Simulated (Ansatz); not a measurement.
BH2SO: several calculations on one system

### Relaxation

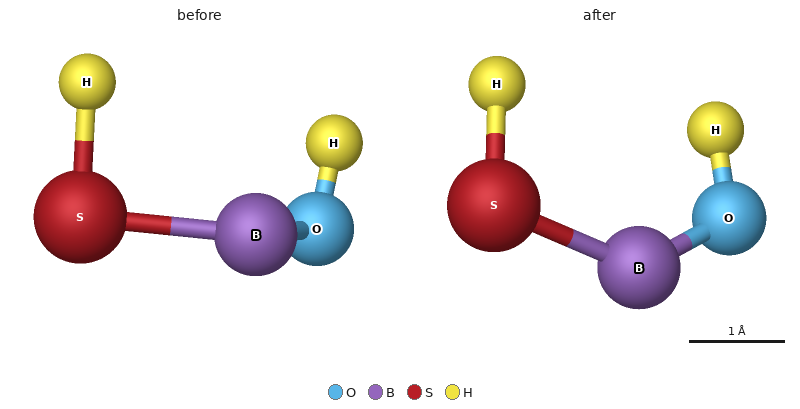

The structure of BH2SO (multiplicity 2) before (left) and after (right) a relaxation, at one scale.

The picture is a ball-and-stick view, seen at a tilt.

The run prepares an end point of a later path (torsion) calculation, from a guessed geometry.

Computed with UKS PBE-D4/def2-SVP (Ansatz). Settings: collinear spin; force threshold 0.015 eV/Å; at most 40 steps.

Question: Summarise the run.

Answer: The largest move after the best rigid fit is that of the B atom, 0.49 Å. Largest moves by element: B 0.49 Å, S 0.37 Å, H 0.32 Å, O 0.26 Å. Among the contacts that change: B–O 1.435 → 1.341 Å, B–S 1.855 → 1.791 Å, H–O 0.936 → 0.983 Å, H–S 1.422 → 1.382 Å. Among the angles between lasting bonds that change: O–B–S 118.2° → 133.0°, B–O–H 106.5° → 115.9°, B–S–H 93.0° → 99.9°. Groups turn about B–O by about 90°, B–S by about 90°. After 10 geometry steps the energy has fallen by 111.8 kJ/mol. The largest force component goes from 2.8 to 0.0046 eV/Å.

### Relaxation

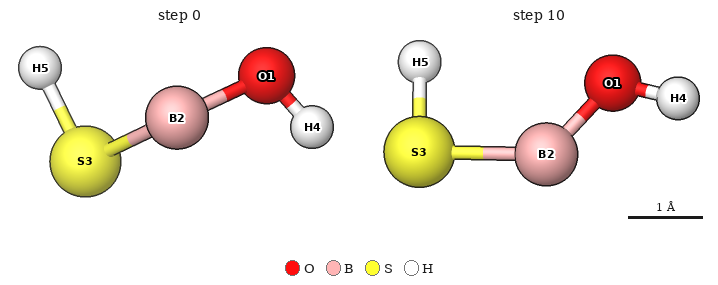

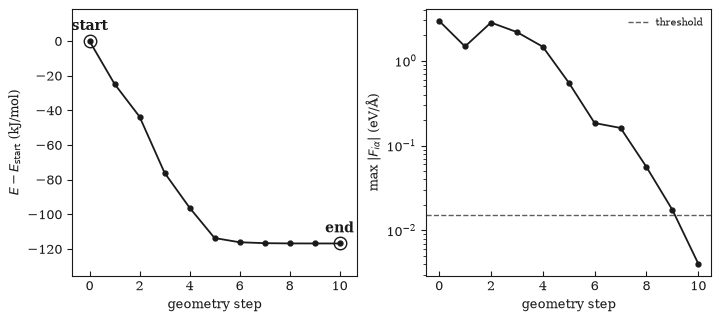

First and last geometry of a relaxation of BH₂SO (multiplicity 2), with the history of the run. Style: ball-and-stick. Shown at a tilt.

The run prepares an end point of a later path (torsion) calculation, from a guessed geometry.

These are results of UKS PBE-D4/def2-SVP in Ansatz, not measurements. (collinear spin; force threshold 0.015 eV/Å; at most 40 steps)

### Did the run converge, and what did it change?

It converged. The energy falls by 116.8 kJ/mol in 10 geometry steps. The largest force component goes from 3 to 0.0041 eV/Å. The largest move after the best rigid fit is that of B2, 0.64 Å. Largest moves by element: B 0.64 Å, S 0.53 Å, H 0.48 Å, O 0.24 Å. Some distances before and after: O1–B2 1.435 → 1.352 Å, B2–S3 1.855 → 1.793 Å, S3–H5 1.422 → 1.375 Å, O1–H4 0.936 → 0.974 Å. Bond angles that change, for instance: O1–B2–S3 118.2° → 125.6°, B2–O1–H4 106.5° → 113.0°, B2–S3–H5 93.0° → 97.7°. Groups turn about O1–B2 by about 90°, B2–S3 by about 90°.

```json
{"step": "0", "E − E(0), kJ/mol": "0.00", "largest force component, eV/Å": "2.9570"}
{"step": "1", "E − E(0), kJ/mol": "-24.73", "largest force component, eV/Å": "1.4764"}
{"step": "2", "E − E(0), kJ/mol": "-43.59", "largest force component, eV/Å": "2.8251"}
{"step": "3", "E − E(0), kJ/mol": "-75.98", "largest force component, eV/Å": "2.1833"}
{"step": "4", "E − E(0), kJ/mol": "-96.12", "largest force component, eV/Å": "1.4660"}
{"step": "5", "E − E(0), kJ/mol": "-113.63", "largest force component, eV/Å": "0.5542"}
{"step": "6", "E − E(0), kJ/mol": "-116.07", "largest force component, eV/Å": "0.1846"}
{"step": "7", "E − E(0), kJ/mol": "-116.59", "largest force component, eV/Å": "0.1616"}
{"step": "8", "E − E(0), kJ/mol": "-116.74", "largest force component, eV/Å": "0.0560"}
{"step": "9", "E − E(0), kJ/mol": "-116.76", "largest force component, eV/Å": "0.0175"}
{"step": "10", "E − E(0), kJ/mol": "-116.77", "largest force component, eV/Å": "0.0041"}
```

### Path

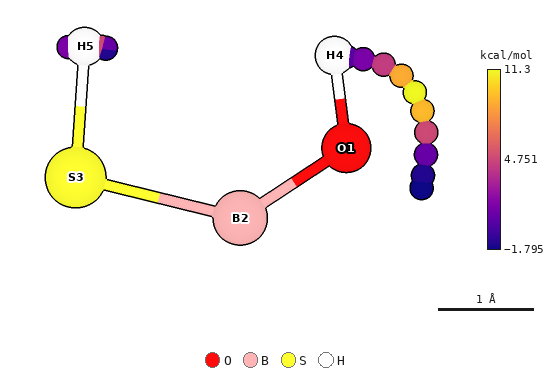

NEB run on BH₂SO (multiplicity 2). Images are numbered from 0 (start) to 10 (end). The start is drawn whole; smaller spheres mark the moving atoms (H) in the later images, joined by lines and coloured by the energy of the image relative to the start. The picture is a ball-and-stick view, seen face on.

These are results of Ansatz, UKS PBE-D4/def2-SVP, not measurements.

Input file:
```yaml
crystal:
  periodic: [false, false, false]
  atoms:
    - { symbol: O, position_ang: [-1.310895, -0.048611, -0.439097] }
    - { symbol: B, position_ang: [-0.45554, 0.826855, 0.109486] }
    - { symbol: S, position_ang: [1.25809, 0.706178, 0.616654] }
    - { symbol: H, position_ang: [-0.95377, -0.948064, -0.608874] }
    - { symbol: H, position_ang: [1.512015, -0.609959, 0.280532] }
magnetization:
  spin_polarized: true
  initial_magnetization: 1
basis:
  gaussian: { orbitals: def2-SVP }
hamiltonian:
  xc: pbe
  dispersion: d4
neb:
  order_check: false
  images: 9
  f_tol: 0.03
  max_iterations: 60
  initial_path: idpp
  final_atoms:
    - { symbol: O, position_ang: [-0.86315286, -0.55728971, -0.45731412] }
    - { symbol: B, position_ang: [-0.36737755, 0.58814907, 0.06259822] }
    - { symbol: S, position_ang: [1.30417282, 0.8220485, 0.6675363] }
    - { symbol: H, position_ang: [-1.79566865, -0.48051099, -0.72901092] }
    - { symbol: H, position_ang: [1.77192624, -0.44599788, 0.41489151] }
```

Run as
```bash
ansatz run input.yaml --threads 1 --pin off --max-ram 2048MiB --backend cpu --events-out ev --progress --plain --runs-dir out
```

### What moves, how far, and at what cost in energy?

The motion is an in-plane inversion: the angle B2–O1–H4 opens from 116° to 180° on the way and closes on the other side (113° at the end). No bond forms or breaks between the ends. Bond angles that change up to the highest image, for instance: B2–O1–H4 115.9° → 179.8°, O1–B2–S3 133.0° → 128.7°. Forward barrier 11.3 kcal/mol, backward barrier 13.1 kcal/mol, with image 5 at the top; the reaction energy is −1.8 kcal/mol. The band converged in 6 iterations. The largest component of the band force went from 1.4 to 0.018 eV/Å. The climbing image converged on the top of the path. Its vibrational analysis gives 2 imaginary modes over 30i cm⁻¹, so it isn't confirmed as a transition state.

The run took 88 s on 1 thread of Arm Neoverse V2, on a shared host, peak memory 0.21 GiB.
